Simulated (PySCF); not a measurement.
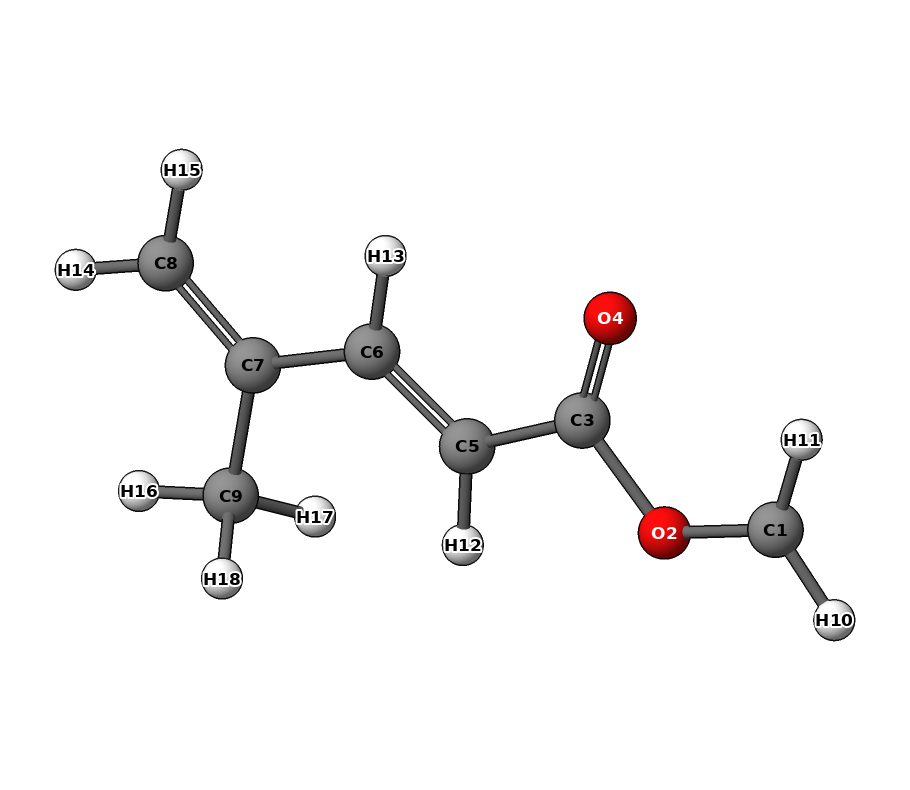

The questions are on Mulliken spin populations. The species is neutral and a spin doublet. The geometry was computed by an optimisation with GFN2-xTB. No frequency run is at hand to confirm it as a minimum. Level of theory: UKS B3LYP, pcH-1 on C H O, non-relativistic (PySCF 2.14.0).

Q: Which atom carries the largest spin population?

A: C1 (0.91 e).

Q: Which atom has the lowest spin population?

A: C5 (−0.05 e); a negative value comes from spin polarisation.

List the Mulliken spin populations.

```json
{"atom": "C1", "value (e)": "0.91"}
{"atom": "O2", "value (e)": "0.03"}
{"atom": "C3", "value (e)": "0.04"}
{"atom": "O4", "value (e)": "0.05"}
{"atom": "C5", "value (e)": "−0.05"}
{"atom": "C6", "value (e)": "0.08"}
{"atom": "C7", "value (e)": "−0.03"}
{"atom": "C8", "value (e)": "0.05"}
{"atom": "C9", "value (e)": "0.00"}
{"atom": "H10", "value (e)": "−0.04"}
{"atom": "H11", "value (e)": "−0.04"}
{"atom": "H12", "value (e)": "0.00"}
{"atom": "H13", "value (e)": "0.00"}
{"atom": "H14", "value (e)": "0.00"}
{"atom": "H15", "value (e)": "0.00"}
{"atom": "H16", "value (e)": "0.00"}
{"atom": "H17", "value (e)": "0.00"}
{"atom": "H18", "value (e)": "0.00"}
```

Mulliken values depend strongly on the basis set.
